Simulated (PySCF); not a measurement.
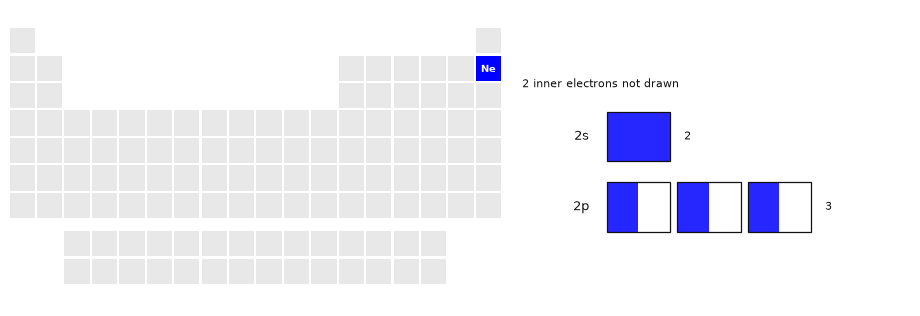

*Left, the place of neon in the periodic table; right, the outer shells of the nominal configuration: a box for each of the 2l + 1 orbitals, shaded by the share of the shell that is filled, with the electron count at the right.*

## Ne³⁺: atomic calculation

- system: Ne³⁺, configuration 1s2 2s2 2p3, multiplicity 4.
- method: unrestricted PBE0, dyall-av3z, non-relativistic, point nucleus (PySCF)

## The input
```python
from pyscf import gto, scf, dft, mp, cc
import basis_set_exchange as bse
mol = gto.M(atom="Ne 0 0 0", charge=3, spin=3, symmetry="D2h",
            basis=gto.basis.parse(bse.get_basis("dyall-av3z", elements=["Ne"], fmt="nwchem", header=False)))
mf = dft.UKS(mol, xc="PBE0")
mf.irrep_nelec = {'Ag': (2, 2), 'B1u': (1, 0), 'B2u': (1, 0), 'B3u': (1, 0)}
mf.kernel()
```

The script is an equivalent of what the driver set up; the driver started from orbitals of its own, so the log can be shorter than this script's would be, and it computed the properties (radii, ⟨L²⟩, response) afterwards. It held the occupations shell by shell, which the script's counts by irreducible representation don't always enforce.

The run was one of a batch that the task file lists, launched with:
```bash
OMP_NUM_THREADS=1 python <driver script> TASK.json OUT
```

## Log (extracts)
```
damping factor = 0
level_shift factor = 0
DIIS = <class 'pyscf.scf.diis.CDIIS'>
diis_start_cycle = 1
diis_space = 10
diis_damp = 0
SCF conv_tol = 1e-09
SCF conv_tol_grad = None
number electrons alpha = 5  beta = 2
XC functionals = PBE0
    C. Adamo and V. Barone.,  J. Chem. Phys. 110, 6158 (1999)
    M. Ernzerhof and G. E. Scuseria.,  J. Chem. Phys. 110, 5029 (1999)
cycle= 1 E= -124.233863587367  delta_E= -0.00246  |g|= 0.00767  |ddm|= 0.0398
cycle= 2 E= -124.233870873178  delta_E= -7.29e-06  |g|= 0.000605  |ddm|= 0.00265
cycle= 3 E= -124.233870948791  delta_E= -7.56e-08  |g|= 4.14e-05  |ddm|= 0.000274
cycle= 4 E= -124.233870949088  delta_E= -2.98e-10  |g|= 4.6e-06  |ddm|= 1.78e-05
converged SCF energy = -124.233870949088  <S^2> = 3.7512254  2S+1 = 4.0006126
```

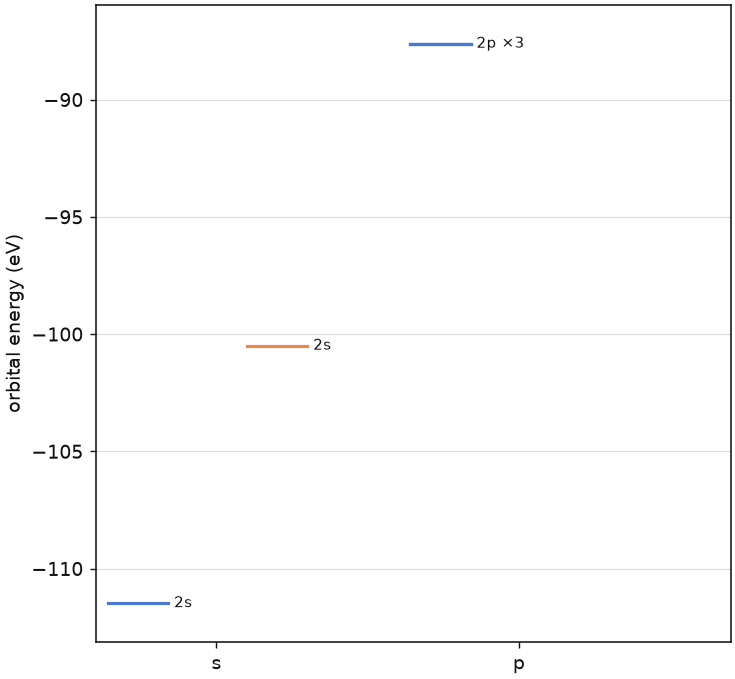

*Orbital energies of the mean field, from the top down to −111.5 eV, by angular momentum, α spin at the left of each column and β at the right; ×n counts the orbitals under one label.*

The highest filled orbital is 2p α at −87.6 eV, the lowest empty one p β at −71.5 eV.

## Key numbers

```tsv
quantity	value
outcome	converged
total energy	−124.233871 hartree
kinetic energy	124.053340 hartree
⟨S²⟩	3.751
SCF iterations	4
hardware	1 CPU thread, shared host
```
